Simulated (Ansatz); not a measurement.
# CH₇NSi···NH₃: what the fields show

| atom | x (Å) | y (Å) | z (Å) |
| --- | --- | --- | --- |
| Si | -0.5281 | 0.3584 | -1.1124 |
| N | -1.1317 | -2.1782 | 0.6129 |
| H | -0.2803 | 1.4762 | -2.1147 |
| H | -2.0182 | 0.2082 | -0.9425 |
| H | 0.1190 | -0.8831 | -1.6758 |
| H | -0.5981 | -1.3802 | 0.9785 |
| N | 0.1630 | 0.7486 | 0.4853 |
| C | 1.5436 | 1.1193 | 0.6171 |
| H | -2.0357 | -1.8106 | 0.2897 |
| H | -0.6283 | -2.4988 | -0.2244 |
| H | -0.4727 | 1.2284 | 1.1330 |
| H | 1.7661 | 2.1958 | 0.3994 |
| H | 1.9370 | 0.8987 | 1.6388 |
| H | 2.1643 | 0.5172 | -0.0849 |

Not at a stationary point (largest force 1.1 eV/Å).

Method: Ansatz, RKS LDA/def2-SVP.

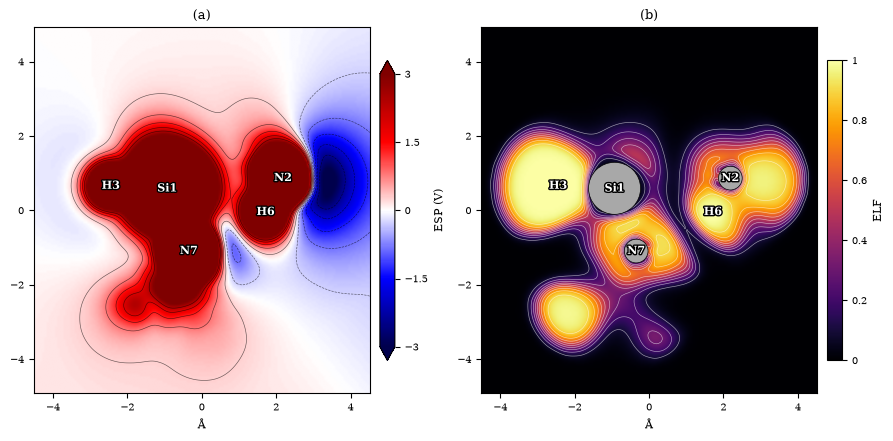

Figure 1. (a) electrostatic potential; (b) ELF on the plane of atoms H3, Si1 and N7. Grey discs cover the atomic cores in the ELF map.

> What does the map show?

The plane passes through Si, N and H nuclei. Si1···H6 (2.72 Å): the ELF dips to about 0.05 between them. Si–N (1.78 Å): the ELF peaks at about 0.90 between the atoms; a polar covalent bond. N–H (1.03 Å): the ELF climbs to about 1 towards the hydrogen, as it does in any bond to H; a covalent bond by its length. Si–H (1.52 Å): the ELF climbs to about 1 towards the hydrogen. The ELF also peaks beside N2, away from the bonds: lone-pair regions. Outside the dense part of the complex the potential is most negative (−3.3 V) near N2.

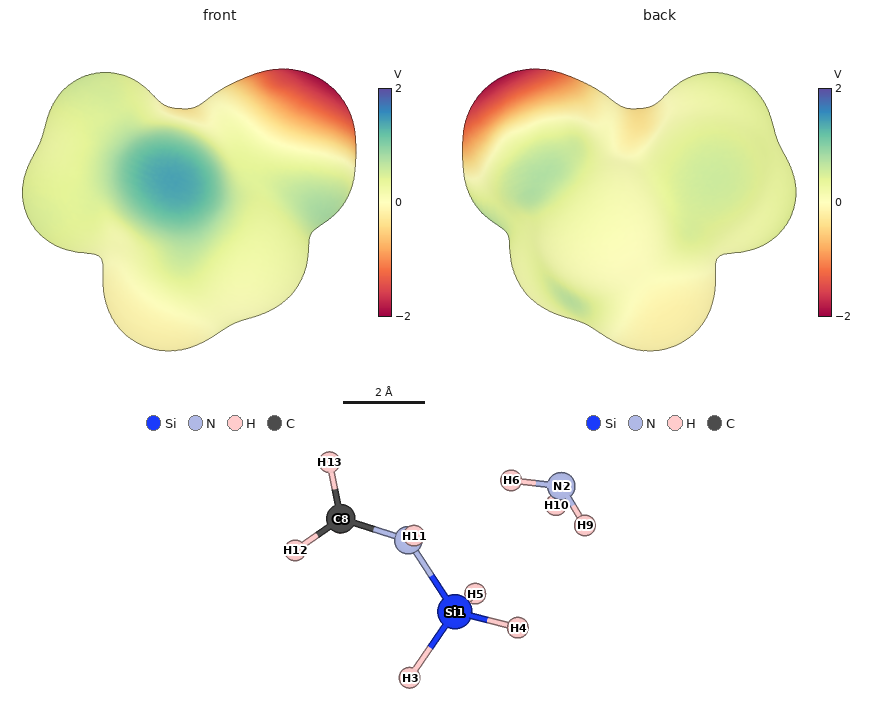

Figure 2. The molecular electrostatic potential painted on the density surface at 0.001 e/bohr³, seen from the front and from behind; the colour scale runs from red (negative) to blue (positive). The bare structure is drawn below in the same view.

> Which sites attract a positive test charge, and which a negative one?

A positive charge is drawn to the negative regions and a negative charge to the positive ones. The most negative region (about −1.9 V, or −44 kcal/mol for a unit charge) lies over N2, the most positive (about +1.4 V, or +32 kcal/mol for a unit charge) over H11. N2 is the likeliest acceptor of a hydrogen bond.

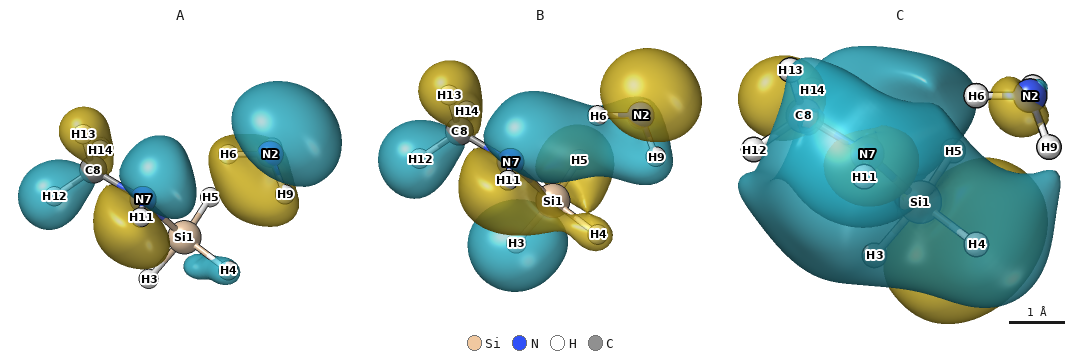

Figure 3. Three frontier orbitals at ±0.06 Å⁻³ᐟ² (yellow and cyan are the two phases), in no order.

> Which picture is the HOMO−1, the HOMO and the LUMO?

B is the HOMO−1 (−5.62 eV). Its weight (Hirshfeld) is mainly on N7 (about 35 %), N2 (about 25 %) and H3 (about 5 %). A is the HOMO (−5.24 eV). Its weight (Hirshfeld) is mainly on N2 (about 55 %) and N7 (about 20 %); largely a combination of lone pairs on N2 and N7. C is the LUMO (−0.46 eV). It lies mainly on Si1 (about 40 %), N7 (about 10 %), H11 (about 10 %), H4 (about 10 %) and C8 (about 5 %).

> What is the HOMO–LUMO gap?

4.78 eV between the orbital energies.
